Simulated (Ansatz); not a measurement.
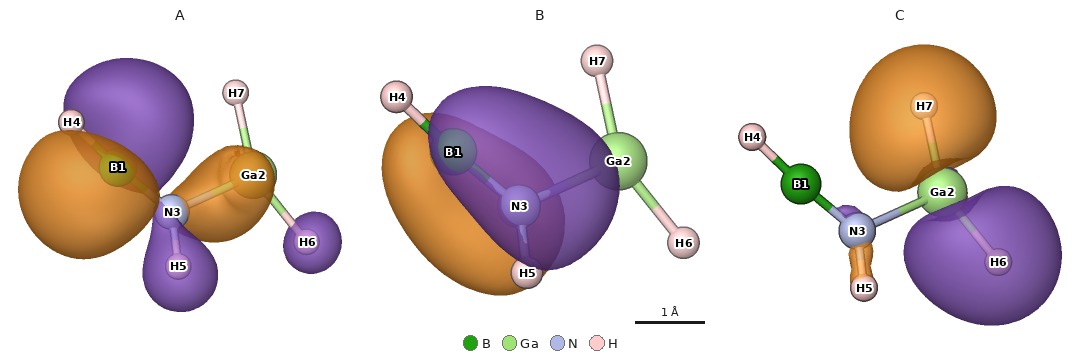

Figure. BGaH$_{4}$N (SMILES B=[NH+][GaH2]) (charge +1). Three frontier orbitals at ±0.1 Å⁻³ᐟ² (orange and purple are the two phases), in no order.

Geometry: PBE0-D3(BJ)/def2-SVP.

Theory: isolated molecule in a Gaussian basis; Kohn-Sham density functional theory, functional PBE0 (Ansatz 0.2.0).

```yaml
atoms:
  - { symbol: B, position_ang: [1.4455, -0.3913, 0.9780] }
  - { symbol: Ga, position_ang: [-0.8537, -0.1767, -0.7777] }
  - { symbol: N, position_ang: [0.7853, -1.0276, 0.0605] }
  - { symbol: H, position_ang: [1.9789, 0.2686, 1.8057] }
  - { symbol: H, position_ang: [1.0064, -1.9550, -0.3073] }
  - { symbol: H, position_ang: [-1.3752, -1.1966, -1.8043] }
  - { symbol: H, position_ang: [-1.0492, 1.2045, -0.1242] }
```

### Order the three orbitals by energy and name them.

B is the HOMO−1 (−15.47 eV). It lies mainly on N3 (about 65 %) and B1 (about 25 %); it changes sign across the molecular plane (π type); π-bonding across B1–N3. C is the HOMO (−14.39 eV). It lies mainly on Ga2 (about 40 %), H6 (about 30 %) and H7 (about 30 %); it is symmetric in the molecular plane (an in-plane orbital: σ, lone-pair or in-plane π type). A is the LUMO (−7.12 eV). It lies mainly on B1 (about 60 %), N3 (about 15 %), Ga2 (about 10 %) and H4 (about 10 %); it is symmetric in the molecular plane (an in-plane orbital: σ, lone-pair or in-plane π type).

### What is the HOMO–LUMO gap?

7.27 eV between the orbital energies.
